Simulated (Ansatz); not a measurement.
C3H7BF2: several calculations on one system

Part 1: Relaxation

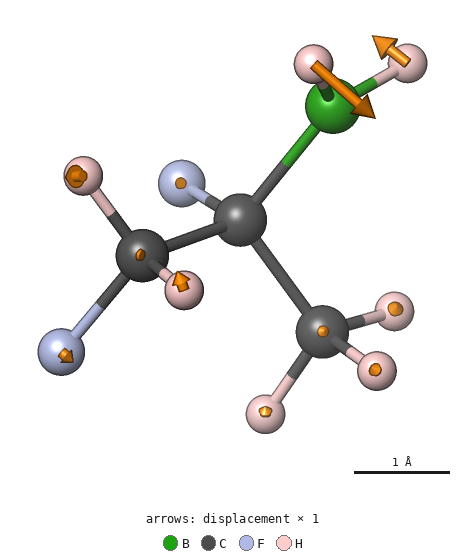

A relaxation of C$_{3}$H$_{7}$BF$_{2}$. The starting structure is drawn; orange arrows show the displacements, at their true length. The two geometries are superimposed by the best rigid fit.

The picture is a ball-and-stick view, seen at a tilt.

The run prepares an end point of a later path (torsion) calculation, from a guessed geometry.

All numbers below come from RKS PBE0-D4/6-31G* (Ansatz).

The input:
```yaml
crystal:
  periodic: [false, false, false]
  atoms:
    - { symbol: B, position_ang: [0.1109, -1.1646, -1.1819] }
    - { symbol: C, position_ang: [-0.378, -0.1767, 0.0223] }
    - { symbol: C, position_ang: [0.5253, -0.4017, 1.2049] }
    - { symbol: F, position_ang: [-1.5909, -0.5037, 0.3861] }
    - { symbol: C, position_ang: [-0.3506, 1.2918, -0.4282] }
    - { symbol: F, position_ang: [-0.807, 2.1251, 0.6143] }
    - { symbol: H, position_ang: [0.0978, -2.2908, -1.0502] }
    - { symbol: H, position_ang: [0.4136, -0.6447, -2.2446] }
    - { symbol: H, position_ang: [0.5312, -1.4509, 1.5797] }
    - { symbol: H, position_ang: [1.6087, -0.1347, 0.985] }
    - { symbol: H, position_ang: [0.2265, 0.2183, 2.1028] }
    - { symbol: H, position_ang: [-0.996, 1.4584, -1.2735] }
    - { symbol: H, position_ang: [0.6289, 1.6396, -0.702] }
basis:
  gaussian: { orbitals: "6-31G*" }
hamiltonian:
  xc: pbe0
  dispersion: d4
relax:
  f_tol: 0.015
  max_steps: 40
```

Command:
```bash
ansatz run input.yaml --threads 2 --pin off --max-ram 3072MiB --backend cpu --events-out ev --progress --plain --runs-dir out
```

Q: Which element moves most?

A: Hydrogen: up to 0.88 Å, against 0.17 Å for fluorine.

Q: What did the optimiser do to the structure, and how much energy did it gain?

A: After 9 geometry steps the energy has fallen by 0.526 eV. The largest force component goes from 3.8 to 0.01 eV/Å. The largest move after the best rigid fit is that of H8, 0.88 Å. By element the largest moves are H 0.88 Å, F 0.17 Å, C 0.09 Å, B 0.08 Å. Near-neighbour distances that change, for instance: C2–F4 1.308 → 1.399 Å, B1–C2 1.633 → 1.563 Å, B1–H7 1.134 → 1.194 Å, C3–H10 1.137 → 1.094 Å. Bond angles that change, for instance: B1–C2–C3 108.0° → 103.0°, B1–C2–C5 110.9° → 115.9°, C2–C3–H11 112.5° → 107.7°. Groups turn about B1–C2 by about 40°. Cost: 40 s on 2 threads of Intel(R) Xeon(R) Platinum 8375C CPU @ 2.90GHz (Ice Lake), on a shared host, peak memory 0.24 GiB.

Part 2: Relaxation

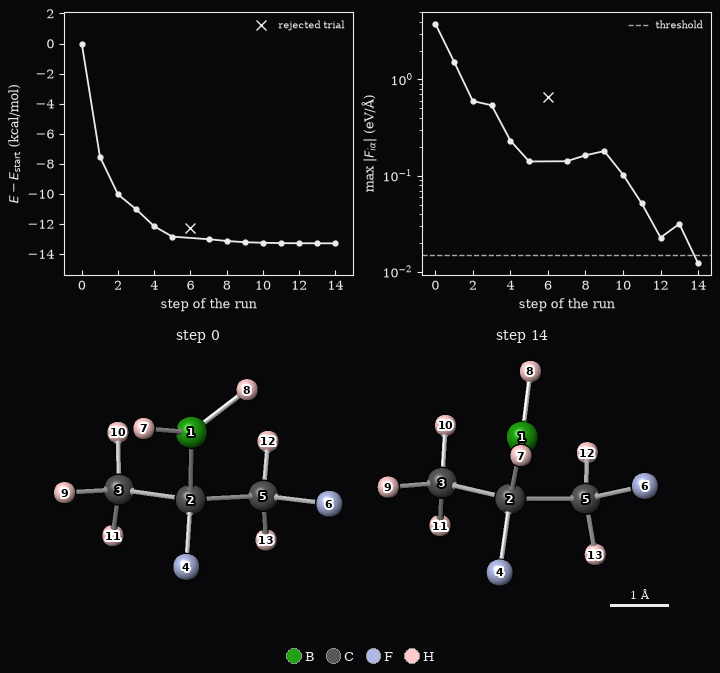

First and last geometry of a relaxation of C3H7BF2, with the history of the run. The picture is a ball-and-stick view, seen from a free direction.

The run prepares an end point of a later path (torsion) calculation, from a guessed geometry.

Level of theory: RKS PBE0-D4/6-31G* (Ansatz 0.2.0). (no spin polarisation; force threshold 0.015 eV/Å; at most 40 steps)

**Read the history and describe the run.**

It converged. After 13 accepted moves (14 points after the start) the energy has fallen by 13.3 kcal/mol. The largest force component goes from 3.8 to 0.012 eV/Å. The line search rejected the trial step at point 6 of the run. H7 moves most after the best rigid fit: 1.10 Å. Largest moves by element: H 1.10 Å, F 0.39 Å, C 0.16 Å, B 0.15 Å. Among the contacts that change: C2–F4 1.308 → 1.403 Å, B1–H7 1.134 → 1.194 Å, B1–C2 1.633 → 1.579 Å, C3–H10 1.137 → 1.094 Å. Bond angles that change, for instance: B1–C2–C3 108.0° → 114.7°, B1–C2–C5 110.9° → 104.5°, C2–C3–H9 114.1° → 110.1°. Groups turn about B1–C2 by about 60°, C2–C5 by about 20°. The run took 54 s on 2 threads of Intel(R) Xeon(R) Platinum 8375C CPU @ 2.90GHz (Ice Lake), on a shared host, peak memory 0.24 GiB.

Part 3: Path

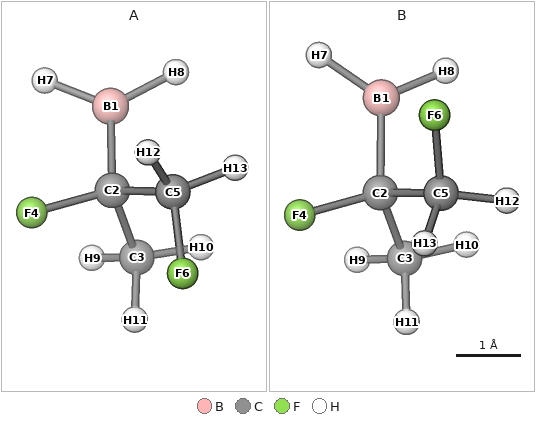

The two relaxed end points of a path for C₃H₇BF₂. A ball-and-stick model, seen from a free direction.

Computed with RKS PBE0-D4/6-31G* in Ansatz 0.2.0.

Set-up: 5 movable images; climbing image; force threshold 0.05 eV/Å; iteration limit 60.

Start:
```xyz
13

B     0.1471   -1.1324   -1.1244
C    -0.3886   -0.1572   -0.0268
C     0.5883   -0.3811    1.1404
F    -1.6593   -0.5230    0.4310
C    -0.4466    1.3045   -0.4136
F    -0.6567    2.0971    0.6964
H    -0.3434   -2.2145   -1.2458
H     1.1129   -0.8268   -1.7639
H     0.6074   -1.4328    1.4432
H     1.6043   -0.0623    0.8895
H     0.2352    0.2139    1.9879
H    -1.2744    1.4722   -1.1119
H     0.4942    1.6079   -0.8874
```

End:
```xyz
13

B    -0.0171   -1.0246   -1.1837
C    -0.3194   -0.2013    0.1287
C     0.7234   -0.3524    1.2292
F    -1.5559   -0.5699    0.6804
C    -0.4379    1.2326   -0.3424
F    -1.0129    1.2261   -1.6136
H    -0.7834   -1.8470   -1.5853
H     1.0205   -0.8315   -1.7475
H     0.7356   -1.3821    1.5978
H     1.7252   -0.1014    0.8688
H     0.4784    0.2997    2.0756
H     0.5460    1.7060   -0.4216
H    -1.0820    1.8112    0.3281
```

What barrier does the band find between them, and by what path?

Answer. The energy climbs by 7.4 kcal/mol to image 3 and then falls by 8.3 kcal/mol, so the end point sits at −0.9 kcal/mol. The motion is a rotation about the C2–C5 bond by about 155°. No bond forms or breaks between the ends. Among the angles between lasting bonds that change up to the highest image: B1–C2–C3 103.0° → 108.2°, B1–C2–C5 115.9° → 112.0°. The band is converged. At the top, the vibrational analysis gives one imaginary mode (149i cm⁻¹), as a transition state must have.

Energies of the converged images:

```tsv
image	path (Å)	E (kcal/mol)
0	0.00	0.0
1	0.74	1.7
2	1.47	5.4
3	2.21	7.4
4	3.14	4.4
5	4.07	0.2
6	5.00	-0.9
```

The geometry at the top of the path:

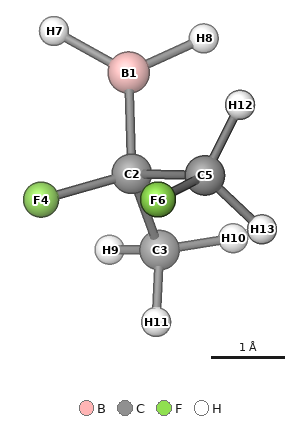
